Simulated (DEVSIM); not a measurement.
Device: abrupt InP p-n junction, at 500 K.

```csv
layer (left to right),material,thickness (μm),Nd (cm⁻³),Na (cm⁻³),τn (s),τp (s)
1,InP,0.400,-,2.6e15,3.1e-10,3.1e-10
2,InP,2.60,5.6e16,-,3.1e-10,3.1e-10
```

Left contact: ohmic. Right contact: ohmic. Voltage is applied to the left contact. Recombination: SRH at mid-gap, Auger. Mobility is constant in doping.

The device is made up for the run: typed textbook-type constants, with dimensions and the other settings drawn at random. Values at 300 K; Nc and Nv go as T^1.5, mobilities as T to minus their exponent, the gap by Varshni's rule with the affinity fixed.

| parameter | InP |
|---|---|
| gap (eV) | 1.344 |
| affinity (eV) | 4.38 |
| permittivity | 12.5 |
| Nc (cm⁻³) | 5.7e17 |
| Nv (cm⁻³) | 1.1e19 |
| μn (cm²/Vs) | 5200 |
| μp (cm²/Vs) | 170 |
| T exponent of μn | 2 |
| T exponent of μp | 2 |
| Cn (cm⁶/s) | 9e-31 |
| Cp (cm⁶/s) | 9e-31 |
| Varshni α (eV/K) | 0.000363 |
| Varshni β (K) | 162 |

DEVSIM, 1D drift-diffusion, Boltzmann statistics, complete ionisation; no tunnelling, impact ionisation, image-force lowering or self-heating.

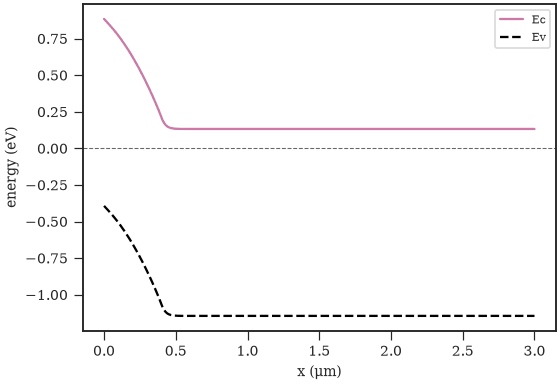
Band edges at zero bias

Energies count from the Fermi level of the right contact; mesh points crowd at the junctions.

| x (μm) | Ec (eV) | Ev (eV) | n (cm⁻³) | p (cm⁻³) | field (V/cm) |
|---|---|---|---|---|---|
| 0.000 | 0.885 | -0.393 | 1.5e9 | 2.6e15 | -11000 |
| 0.01785 | 0.866 | -0.412 | 2.3e9 | 1.7e15 | -11000 |
| 0.04733 | 0.834 | -0.444 | 4.8e9 | 8.0e14 | -11000 |
| 0.09599 | 0.776 | -0.502 | 1.9e10 | 2.1e14 | -13000 |
| 0.2000 | 0.623 | -0.654 | 6.4e11 | 6.0e12 | -17000 |
| 0.2897 | 0.459 | -0.818 | 2.9e13 | 1.3e11 | -20000 |
| 0.3440 | 0.345 | -0.932 | 4.1e14 | 9.4e9 | -22000 |
| 0.3852 | 0.250 | -1.028 | 3.7e15 | 1.0e9 | -25000 |
| 0.4010 | 0.209 | -1.068 | 9.5e15 | 4.0e8 | -26000 |
| 0.4184 | 0.174 | -1.103 | 2.2e16 | 1.8e8 | -15000 |
| 0.4506 | 0.144 | -1.133 | 4.3e16 | 8.9e7 | -4700 |
| 0.5363 | 0.133 | -1.144 | 5.6e16 | 6.9e7 | -130 |
| 0.6572 | 0.133 | -1.145 | 5.6e16 | 6.9e7 | ≈ 0 |
| 0.8690 | 0.133 | -1.145 | 5.6e16 | 6.9e7 | ≈ 0 |
| 1.390 | 0.133 | -1.145 | 5.6e16 | 6.9e7 | ≈ 0 |
| 2.024 | 0.133 | -1.145 | 5.6e16 | 6.9e7 | ≈ 0 |
| 2.453 | 0.133 | -1.145 | 5.6e16 | 6.9e7 | ≈ 0 |
| 2.699 | 0.133 | -1.145 | 5.6e16 | 6.9e7 | ≈ 0 |
| 2.872 | 0.133 | -1.145 | 5.6e16 | 6.9e7 | ≈ 0 |
| 2.938 | 0.133 | -1.145 | 5.6e16 | 6.9e7 | ≈ 0 |
| 2.973 | 0.133 | -1.145 | 5.6e16 | 6.9e7 | ≈ 0 |
| 3.000 | 0.133 | -1.145 | 5.6e16 | 6.9e7 | ≈ 0 |
